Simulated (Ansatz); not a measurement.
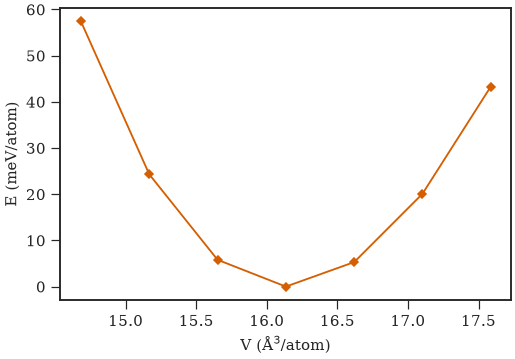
*Ti₃Al in space group P6_3/mmc (No. 194; Ti on 6h, Al on 2c) under volume change, DFT-PBEsol in the program Ansatz with PAW potentials, shape and atoms relaxed at each volume.*

What does a third-order Birch–Murnaghan fit give for V₀, B₀ and B′?

V₀ = 16.14 Å³/atom, B₀ = 122 GPa, B′ = 3.7.

The PBEsol relaxation kept the symmetry of its start; of distortions, only those at the zone centre were tested. No spin polarisation was allowed.

Potentials: the later of the program's two PAW sets.
